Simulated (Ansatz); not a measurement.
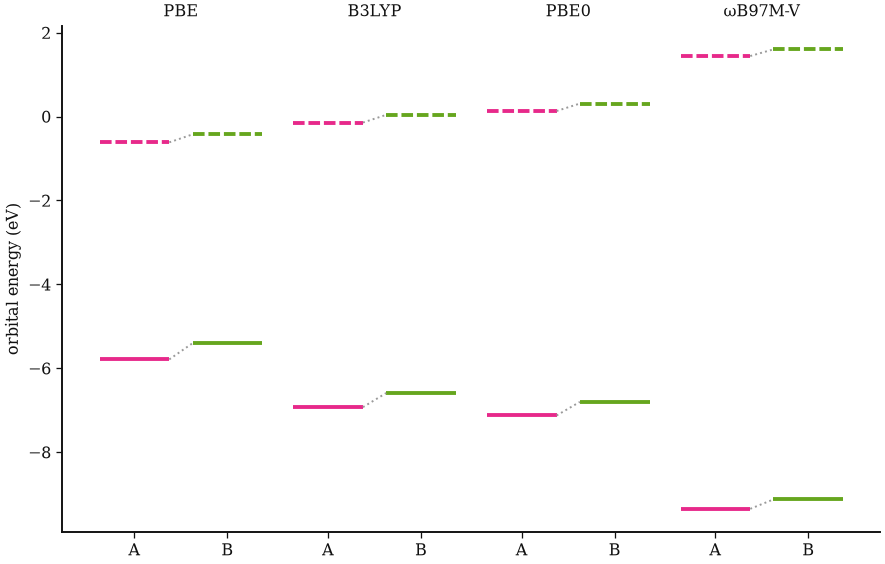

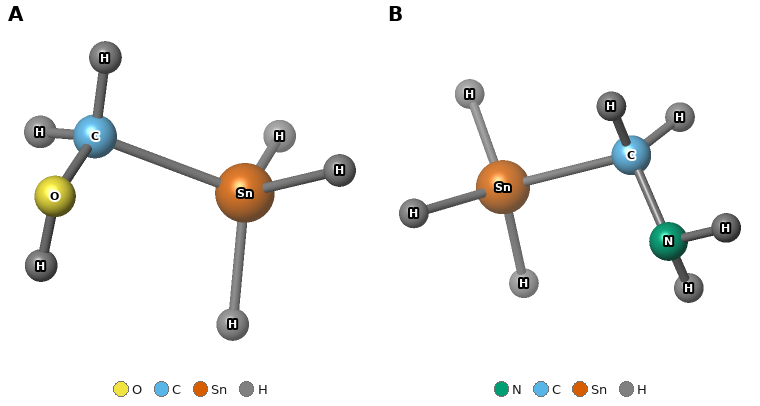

One change: A, CH₆OSn (SMILES O[CH2][SnH3]), becomes B, CH₇NSn (SMILES N[CH2][SnH3]). OH on C is replaced by NH₂. HOMO (solid) and LUMO (dashed) computed in def2-TZVPP at PBE0-D4/def2-TZVP geometries, both minima by their frequencies, gas phase, the Ansatz code 0.2.0. Empty levels above zero depend strongly on the basis.

Q: What does the change do to HOMO and LUMO?

A: PBE: the HOMO rises by 0.39 eV, the LUMO rises by 0.19 eV, and the separation goes from 5.17 to 4.98 eV. B3LYP: the HOMO rises by 0.34 eV, the LUMO rises by 0.18 eV, and the separation goes from 6.78 to 6.63 eV. PBE0: the HOMO rises by 0.32 eV, the LUMO rises by 0.18 eV, and the separation goes from 7.26 to 7.11 eV. ωB97M-V: the HOMO rises by 0.22 eV, the LUMO rises by 0.16 eV, and the separation goes from 10.79 to 10.73 eV.

Q: Do the functionals agree on the effect?

A: They agree on the direction for both levels; the HOMO shift lies between 0.22 and 0.39 eV and the LUMO shift between 0.16 and 0.19 eV, while the separations themselves differ by up to 5.7 eV between functionals.

Caveats: core potentials past krypton; spin-orbit coupling is left out, and with Sn it can shift these values.
